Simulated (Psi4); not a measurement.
**C4H12Si (tetramethylsilane) at TPSSh/6-31G(d) (spherical functions)**

Aim: the energy change on altering one bond length of C4H12Si (tetramethylsilane) at TPSSh/6-31G* (spherical functions), from 2 runs. 

Program for the calculation: Psi4 1.11.

### 1 Starting point

C4H12Si: 17 atoms, total charge 0, spin state singlet. SMILES: `C[Si](C)(C)C`. Geometry: relaxed at PBE0-D4/def2-TZVP.

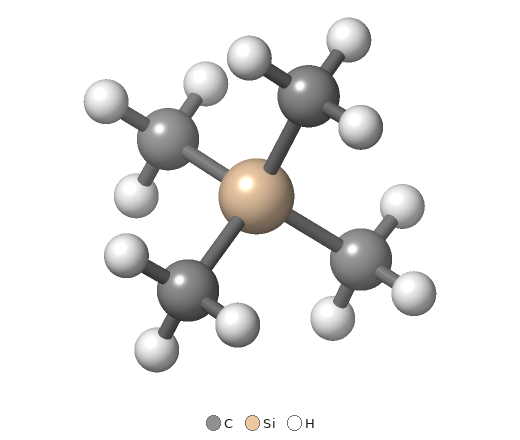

Viewed from a chosen angle; carbon grey, silicon light orange, hydrogen white.

### 2 Energy and forces at TPSSh/6-31G(d) (spherical functions)

File job.py:

```python
import psi4

psi4.set_memory('1600 MB')
psi4.set_num_threads(1)
psi4.core.set_output_file('c4h12si.out', False)

molecule = psi4.geometry("""
0 1
C
Si 1 1.875817
C 2 1.875828 1 109.47414
C 2 1.875822 1 109.4626 3 -119.99378
C 2 1.875834 1 109.47451 4 -120.00456
H 1 1.093467 2 111.17277 4 -179.94768
H 1 1.093471 6 107.72145 2 122.02587
H 1 1.093479 6 107.72163 7 115.94873
H 3 1.093476 2 111.16842 1 -179.84749
H 3 1.093464 9 107.72127 2 122.02497
H 3 1.093468 10 107.72175 9 -115.94943
H 4 1.093458 2 111.1689 1 -179.95731
H 4 1.093474 12 107.72195 2 122.02469
H 4 1.093468 12 107.72261 13 115.94923
H 5 1.093468 2 111.17037 1 60.00871
H 5 1.093465 15 107.72129 2 -122.02785
H 5 1.093475 16 107.72114 15 115.94886
symmetry c1
""")

options = {'basis': '6-31G*', 'puream': True, 'e_convergence': 1e-09, 'd_convergence': 1e-08, 'scf_type': 'pk', 'dft_radial_points': 99, 'dft_spherical_points': 590}
psi4.set_options(options)

e, wfn = psi4.gradient('tpssh', return_wfn=True)
psi4.oeprop(wfn, 'DIPOLE', 'QUADRUPOLE', 'MAYER_INDICES', title='TPSSH')
print('gradient / Eh bohr^-1')
print(e.np.round(6))
print(f'energy = {wfn.energy():.10f} Eh')
```

Command:

```sh
python job.py
```

c4h12si.out:

```text
[...]
  Running in c1 symmetry.
[...]
  Nuclear repulsion =  246.395847982179333
[...]
  Multiplicity = 1
[...]
  Nalpha       = 25
  Nbeta        = 25
[...]
    Number of basis functions: 98
[...]
   @RKS iter   1:  -448.52840360100936   -2.52193e-01   1.15030e-02 DIIS/ADIIS
[...]
   @RKS iter  10:  -449.19882904259089   -8.52651e-13   2.14995e-10 DIIS
[...]
  @RKS Final Energy:  -449.19882904259089
   => Energetics <=
    Nuclear Repulsion Energy =            246.3958479821793333
    One-Electron Energy =               -1103.9700830472556845
    Two-Electron Energy =                 451.1018334260272127
    DFT Exchange-Correlation Energy =     -42.7264274035417486
    Empirical Dispersion Energy =           0.0000000000000000
    VV10 Nonlocal Energy =                  0.0000000000000000
    Total Energy =                       -449.1988290425908872
[...]
  -Total Gradient:
     Atom            X                  Y                   Z
    ------   -----------------  -----------------  -----------------
       1       -0.000008150515     0.000003161740     0.002858236818
       2        0.000005500772     0.000001211042    -0.000000634781
       3        0.000000642348     0.002689668829    -0.000958756288
       4        0.002328408715    -0.001347862593    -0.000942811661
       5       -0.002329559046    -0.001349918434    -0.000951402349
       6       -0.001822006469     0.001052211593     0.001772228971
       7       -0.000001633716    -0.002103126805     0.001769962828
       8        0.001816734270     0.001049839844     0.001767163147
       9        0.000000609051     0.000967354328    -0.002569529916
      10       -0.001826656833     0.002021856396     0.000401844231
      11        0.001820707471     0.002020310409     0.000403339842
      12        0.000841223724    -0.000486221412    -0.002580381453
[...]
 Multipole Moments:
 ------------------------------------------------------------------------------------
     Multipole            Electronic (a.u.)      Nuclear  (a.u.)        Total (a.u.)
 ------------------------------------------------------------------------------------
 L = 1.  Multiply by 2.5417464519 to convert [e a0] to [Debye]
 Dipole X            :          0.0004420           -0.0003658            0.0000762
 Dipole Y            :          0.0001058           -0.0000827            0.0000230
 Dipole Z            :          0.0001567           -0.0001433            0.0000134
 Magnitude           :                                                    0.0000807
 L = 2.  Multiply by 1.3450342976 to convert [e a0^2] to [Debye ang]
 Quadrupole XX       :       -219.8524174          189.0416285          -30.8107888
 Quadrupole XY       :         -0.0011744            0.0012809            0.0001064
[...]
```

The script printed:

```text
gradient / Eh bohr^-1
[[-8.000e-06  3.000e-06  2.858e-03]
 [ 6.000e-06  1.000e-06 -1.000e-06]
 [ 1.000e-06  2.690e-03 -9.590e-04]
 [ 2.328e-03 -1.348e-03 -9.430e-04]
 [-2.330e-03 -1.350e-03 -9.510e-04]
 [-1.822e-03  1.052e-03  1.772e-03]
 [-2.000e-06 -2.103e-03  1.770e-03]
 [ 1.817e-03  1.050e-03  1.767e-03]
 [ 1.000e-06  9.670e-04 -2.570e-03]
 [-1.827e-03  2.022e-03  4.020e-04]
 [ 1.821e-03  2.020e-03  4.030e-04]
 [ 8.410e-04 -4.860e-04 -2.580e-03]
 [ 2.657e-03  5.700e-04  4.000e-04]
 [ 8.390e-04 -2.587e-03  4.010e-04]
 [-8.360e-04 -2.590e-03  4.010e-04]
 [-8.370e-04 -4.830e-04 -2.576e-03]
 [-2.656e-03  5.660e-04  4.000e-04]]
energy = -449.1988290426 Eh
```

Run time: 1.9 min. Hardware: 1 thread of Intel Xeon Platinum 8488C (Sapphire Rapids), shared host; peak memory 0.88 GiB.

### 3 The distorted shape, same level

File c4h12si.py:

```python
import psi4

psi4.set_memory(1600000000)
psi4.set_num_threads(1)
psi4.set_output_file('psi4.out', False)

m = psi4.geometry("""
0 1
C     -0.425579     1.005231    -1.914346
Si    -0.056349     0.146581    -0.287976
C      1.565531     0.787181     0.403304
C      0.072511    -1.702999    -0.572856
C     -1.437709     0.496811     0.931834
H     -0.505769     2.087481    -1.780276
H     -1.367859     0.652131    -2.342256
H      0.363721     0.818261    -2.647656
H      1.809411     0.301861     1.352344
H      1.520151     1.864891     0.582594
H      2.391281     0.599321    -0.288446
H      0.287011    -2.232159     0.359684
H      0.871861    -1.938739    -1.280776
H     -0.859949    -2.106129    -0.977426
H     -2.398119     0.133691     0.555764
H     -1.193700    -0.138250     2.179960
H     -1.537359     1.569681     1.118134
units angstrom
symmetry c1
no_reorient
no_com
""")

psi4.set_options({
    'basis': '6-31G*',
    'puream': True,
    'e_convergence': 1e-09,
    'd_convergence': 1e-08,
    'scf_type': 'pk',
    'dft_radial_points': 99,
    'dft_spherical_points': 590,
})

energy_value, wavefunction = psi4.gradient("tpssh", return_wfn=True)
psi4.oeprop(wavefunction, "MULLIKEN_CHARGES", "LOWDIN_CHARGES", "DIPOLE")
print('gradient / Eh bohr^-1')
print(energy_value.np.round(6))
print(f'energy = {wavefunction.energy():.10f} Eh')
```

Command:

```sh
python c4h12si.py
```

psi4.out:

```text
[...]
  Running in c1 symmetry.
[...]
  Nuclear repulsion =  245.206920744020437
[...]
  Multiplicity = 1
[...]
  Nalpha       = 25
  Nbeta        = 25
[...]
    Number of basis functions: 98
[...]
   @RKS iter   1:  -448.47826091571153   -3.04105e-01   1.15012e-02 DIIS/ADIIS
[...]
   @RKS iter  11:  -449.16298416510858   -9.20863e-12   3.15532e-09 DIIS
[...]
  @RKS Final Energy:  -449.16298416510858
   => Energetics <=
    Nuclear Repulsion Energy =            245.2069207440204366
    One-Electron Energy =               -1101.5456610252722385
    Two-Electron Energy =                 449.8176703088939234
    DFT Exchange-Correlation Energy =     -42.6419141927506473
    Empirical Dispersion Energy =           0.0000000000000000
    VV10 Nonlocal Energy =                  0.0000000000000000
    Total Energy =                       -449.1629841651085826
[...]
  -Total Gradient:
     Atom            X                  Y                   Z
    ------   -----------------  -----------------  -----------------
       1        0.002186747757    -0.002113536286     0.002032516610
       2       -0.003464326840     0.003822859083    -0.004455686455
       3       -0.002352775716    -0.001162018603    -0.000766467631
       4       -0.000068963367     0.002635637633     0.000728507065
       5       -0.011638124666     0.032438244753    -0.065012699080
       6        0.000321197287    -0.002715948381     0.000767919342
       7        0.002082592288     0.000220447616     0.001916996278
       8       -0.001615492738     0.000240819635     0.001856734511
       9       -0.000903651591     0.000682445852    -0.002112237798
      10       -0.000831049657    -0.002602042343    -0.000752950755
      11       -0.002500389802    -0.000030186876     0.001186296630
      12       -0.000360221713     0.001598538612    -0.001763912766
[...]
 Multipole Moments:
 ------------------------------------------------------------------------------------
     Multipole            Electronic (a.u.)      Nuclear  (a.u.)        Total (a.u.)
 ------------------------------------------------------------------------------------
 L = 1.  Multiply by 2.5417464519 to convert [e a0] to [Debye]
 Dipole X            :          5.2068651           -5.2150413           -0.0081762
 Dipole Y            :        -13.5140379           13.5711041            0.0570662
 Dipole Z            :         26.5354178          -26.6685785           -0.1331607
 Magnitude           :                                                    0.1451040
[...]
```

The script printed:

```text
gradient / Eh bohr^-1
[[ 2.1870e-03 -2.1140e-03  2.0330e-03]
 [-3.4640e-03  3.8230e-03 -4.4560e-03]
 [-2.3530e-03 -1.1620e-03 -7.6600e-04]
 [-6.9000e-05  2.6360e-03  7.2900e-04]
 [-1.1638e-02  3.2438e-02 -6.5013e-02]
 [ 3.2100e-04 -2.7160e-03  7.6800e-04]
 [ 2.0830e-03  2.2000e-04  1.9170e-03]
 [-1.6150e-03  2.4100e-04  1.8570e-03]
 [-9.0400e-04  6.8200e-04 -2.1120e-03]
 [-8.3100e-04 -2.6020e-03 -7.5300e-04]
 [-2.5000e-03 -3.0000e-05  1.1860e-03]
 [-3.6000e-04  1.5990e-03 -1.7640e-03]
 [-1.6570e-03  1.3740e-03  1.7330e-03]
 [ 1.8580e-03  1.8860e-03  1.0060e-03]
 [ 2.3530e-03  3.4310e-03 -5.4480e-03]
 [ 1.6394e-02 -3.9561e-02  7.5924e-02]
 [ 2.0600e-04 -1.4600e-04 -6.8490e-03]]
energy = -449.1629841651 Eh
```

Run time: 97 s. Hardware: 1 thread of Intel Xeon Platinum 8488C (Sapphire Rapids), shared host; peak memory 0.88 GiB.

### 4 Summary of results

Level: TPSSh/6-31G* (spherical functions).

| quantity | value |
| --- | --- |
| first shape: total energy | -449.19883 Eh |
| first shape: dipole moment | 0.00 D |
| first shape: HOMO energy | -7.44 eV |
| first shape: LUMO energy | 2.14 eV |
| first shape: HOMO–LUMO gap | 9.59 eV |
| first shape: largest force on an atom | 0.147 eV/Å |
| distorted shape: total energy | -449.16298 Eh |
| distorted shape: dipole moment | 0.37 D |
| distorted shape: HOMO energy | -7.43 eV |
| distorted shape: LUMO energy | 1.09 eV |
| distorted shape: HOMO–LUMO gap | 8.52 eV |
| distorted shape: largest force on an atom | 4.482 eV/Å |
| energy change with the C5–H16 bond stretched from 1.093 to 1.421 Å | 0.975 eV |

With the C5–H16 bond stretched from 1.093 to 1.421 Å the energy rises by 0.98 eV (94.1 kJ/mol). The first shape isn't relaxed at this level, so the change isn't measured from a minimum. Mulliken charges (distorted shape) run from -0.71 on C1 to +0.81 on Si2.
